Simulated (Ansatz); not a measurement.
**B2PLYP/STO-3G run of [HSO2]− (SMILES O=[SH][O-])**

What is the vertical ionisation energy of [HSO2]− at B2PLYP/STO-3G? 

The calculation is run with Ansatz 0.2.0.

## 1. The structure to begin with

[HSO2]−: 4 atoms, total charge -1, spin state singlet. SMILES: `O=[SH][O-]`. The shape is that of a GFN2-xTB optimisation.

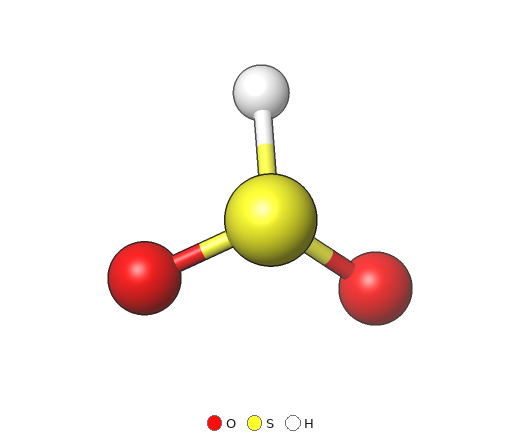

The structure, seen from a chosen angle (oxygen red, sulfur yellow, hydrogen white).

## 2. A single-point energy at B2PLYP/STO-3G

job.yaml reads:

```yaml
crystal:
  periodic: [false, false, false]
  atoms:
    - {symbol: O, position_ang: [-1.198220, 0.078790, 0.730410]}
    - {symbol: S, position_ang: [-0.199070, -0.294820, -0.302710]}
    - {symbol: O, position_ang: [1.007500, -0.941190, 0.274450]}
    - {symbol: H, position_ang: [0.389790, 1.157220, -0.702150]}
basis:
  gaussian:
    orbitals: STO-3G
total_charge: -1
hamiltonian:
  xc: {name: B2PLYP}
correlation:
  frozen_orbitals: {H: 0, O: 1, S: 5}
accuracy: high
```

The run is started by

```
$ ansatz run job.yaml --threads 1 --pin off --max-ram 2610MiB --events-out events.jsonl --progress --plain --runs-dir runs
```

Output:

```text
Warning: RAYON_NUM_THREADS=1 ignored (pool sized by the plan → 1); use --threads N
Functional definition: B2PLYP
  name "B2PLYP"
  parameter a = 0.53
  parameter c = 0.27
  exchange = (1 - a)*b88_x + a*exact_x
  correlation = (1 - c)*lyp_c + c*(mp2_os + mp2_ss)
361 factors; integrals over basis functions are off by at most 3.3e-8 eV
mean field evaluation 1: about -14741.1432 eV, gradient 3.6e1 eV
mean field evaluation 2: about -14741.2017 eV, gradient 3.6e1 eV
mean field evaluation 4: about -14745.8621 eV, gradient 4.5e0 eV
mean field evaluation 8: about -14745.9639 eV, gradient 4.0e-2 eV
mean field evaluation 16: about -14745.9639 eV, gradient 1.1e-6 eV
mean field -14745.96393481 eV, -541.9041794309 hartree, gradient 2.3e-8 eV, S^2 0.000000; 0 other end points of the search recorded, 0 dependent functions left out
7 core orbitals not correlated: weight in the atoms' cores, before any rotation towards them, 1.000 or more for the frozen orbitals, at most 0.000 for the correlated occupied ones
reference -14745.96394809 eV, -541.9041799191 hartree; 10, 10 occupied and 3, 3 virtual orbitals, 361 factors
second order -4.71224650 eV of doubles, -0.00000000 eV of singles
Total energy: -14747.23625465 eV, -541.9509363225 hartree
```

Wall time 1.1 s (1 thread of Arm Neoverse V2, shared host); peak memory 0.091 GiB.

## 3. Doublet neutral HSO2

job.yaml, as its differences from that of step 2:

```diff
@@ -10,3 +10,5 @@
     orbitals: STO-3G
-total_charge: -1
+magnetization:
+  spin_polarized: true
+  initial_magnetization: 1
 hamiltonian:
```

The run is started by

```
$ ansatz run job.yaml --threads 1 --pin off --max-ram 2610MiB --events-out events.jsonl --progress --plain --runs-dir runs
```

Output (excerpt; [...] marks lines left out):

```text
Warning: RAYON_NUM_THREADS=1 ignored (pool sized by the plan → 1); use --threads N
[... 2 set-up lines as earlier in the session ...]
[...]
361 factors; integrals over basis functions are off by at most 3.3e-8 eV
[...]
mean field -14749.54758222 eV, -542.0358760442 hartree, gradient 3.7e-8 eV, S^2 0.834486; 4 other end points of the search recorded, 0 dependent functions left out
7 core orbitals not correlated: weight in the atoms' cores, before any rotation towards them, 1.000 or more for the frozen orbitals, at most 0.000 for the correlated occupied ones
reference -14749.54759525 eV, -542.0358765232 hartree; 10, 9 occupied and 3, 4 virtual orbitals, 361 factors
second order -5.12129764 eV of doubles, -0.00000000 eV of singles
Total energy: -14750.93034562 eV, -542.0866916617 hartree
```

Wall time 4.2 s (1 thread of Arm Neoverse V2, shared host); peak memory 0.12 GiB.

## 4. Results

Level: B2PLYP/STO-3G, 7 core orbitals frozen.

```
                                           quantity          value
                      singlet [HSO2]−: total energy  -541.95094 Eh
                 doublet neutral HSO2: total energy  -542.08669 Eh
                         doublet neutral HSO2: ⟨S²⟩          0.834
vertical ionisation energy (to the doublet neutral)      -3.694 eV
```

In words: The species is unbound against losing an electron at this level, by 3.69 eV (−85 kcal/mol); missing correlation or diffuse functions can give that sign where the real anion is bound. In a minimal basis such a difference can be off by several eV, whatever the method.
